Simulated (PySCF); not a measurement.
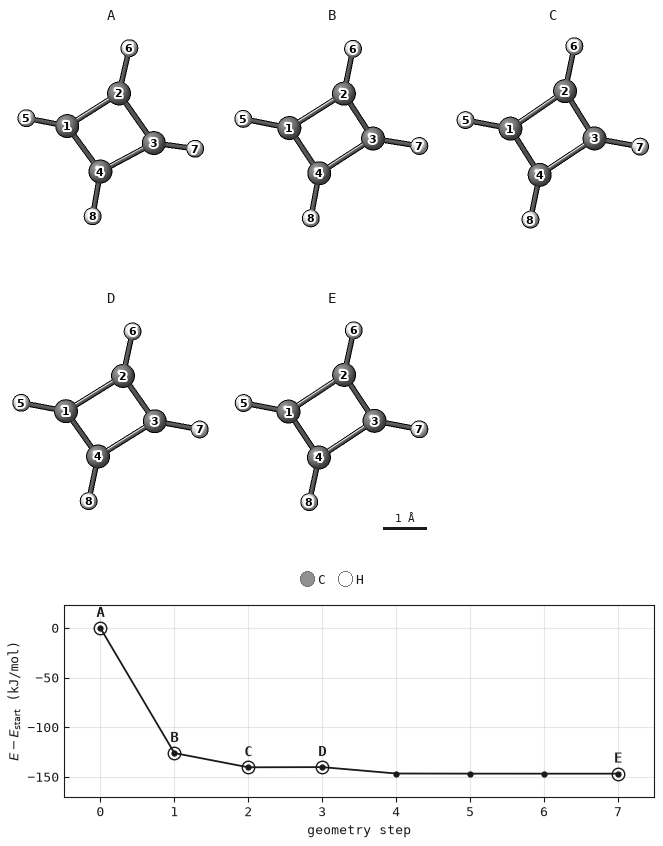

Frames of a relaxation of C4H4, marked on the history of the run. A ball-and-stick model, seen at a tilt.

The start comes from MMFF94s. Its atoms were then displaced at random by about 0.03 Å.

Level of theory: PBE0-D3(BJ)/def2-SVP geometry optimisation, gas phase (PySCF). 

Describe the path.

Answer. The energy falls by 146.7 kJ/mol in 7 geometry steps. C3 moves most after the best rigid fit: 0.12 Å. Largest moves by element: C 0.12 Å, H 0.12 Å. Some distances before and after: C3–C4 1.425 → 1.568 Å, C2–C3 1.465 → 1.336 Å, C1–C2 1.440 → 1.568 Å, C1–H5 1.003 → 1.091 Å. Among the angles between lasting bonds that change: C4–C3–H7 143.0° → 134.9°, C1–C4–C3 98.0° → 90.0°, C3–C4–H8 127.1° → 134.9°. From step 0 to 1: C and H atoms move most (0.12 Å), energy −125.9 kJ/mol. From step 1 to 2: H8 moves most (0.13 Å), energy −14.4 kJ/mol. From step 2 to 3: H atoms move most (0.07 Å), energy +0.18 kJ/mol. From step 3 to 7: C and H atoms move most (0.04 Å), energy −6.60 kJ/mol.
